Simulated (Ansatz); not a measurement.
System: AlFH$_{4}$OSi.

Input

```
crystal:
  periodic: [false, false, false]
  atoms:
    - {symbol: O, position_ang: [1.567473, 1.468908, -0.513535]}
    - {symbol: Al, position_ang: [0.881127, 0.245408, 0.421768]}
    - {symbol: F, position_ang: [1.679910, -0.296431, 1.762629]}
    - {symbol: Si, position_ang: [-1.264547, -0.693542, -0.233959]}
    - {symbol: H, position_ang: [2.405722, 1.894081, -0.338621]}
    - {symbol: H, position_ang: [-2.275352, 0.387200, -0.393975]}
    - {symbol: H, position_ang: [-1.137650, -1.400650, -1.538039]}
    - {symbol: H, position_ang: [-1.764482, -1.662273, 0.777732]}
basis:
  gaussian: {orbitals: def2-TZVPP}
hamiltonian: {xc: pbe0, dispersion: d4}
output: {orbitals: {seedname: orbitals}}
```

Launched as:

```sh
ansatz run in.yaml --threads 2 --pin off --events-out ev --progress --plain --max-ram 4352MiB
```

Geometry: PBE0-D4/def2-TZVP.

Level of theory: RKS PBE0-D4/def2-TZVPP in Ansatz 0.2.0.

> Predict the electron density and electron localisation function between the atoms.

Al–F (1.65 Å): ρ at the midpoint is about 0.91 e/Å³; the ELF peaks at about 0.85 in the valence shell of F, 0.6 Å from its nucleus, and is about 0.40 at the midpoint.
Al–O (1.69 Å): ρ at the midpoint is about 0.93 e/Å³; the ELF peaks at about 0.85 in the valence shell of O, 0.6 Å from its nucleus, and is about 0.45 at the midpoint.
Al–Si (2.43 Å): ρ is about 0.52 e/Å³ halfway; the ELF peaks at about 1 between the atoms, as expected for localised, covalent bonding.
O–H (0.96 Å): the density is about 3.8 e/Å³ at the midpoint; the ELF climbs to about 1 towards the hydrogen, as it does in any bond to H (an ordinary covalent bond to hydrogen).

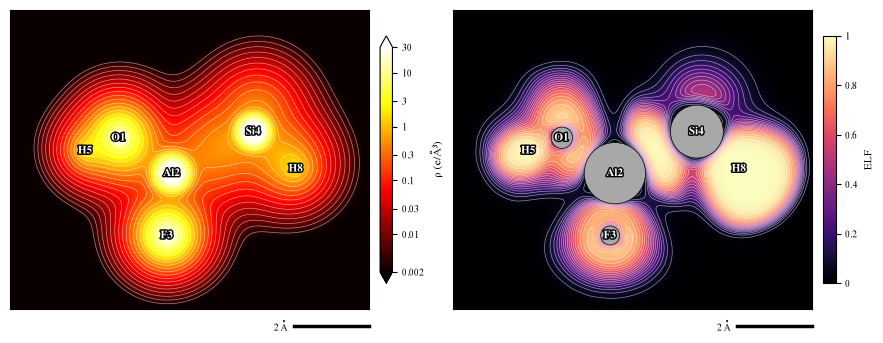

Computed electron density and electron localisation function on the plane of atoms F3, Al2 and Si4, in this order. Grey discs cover the atomic cores in the ELF map. 
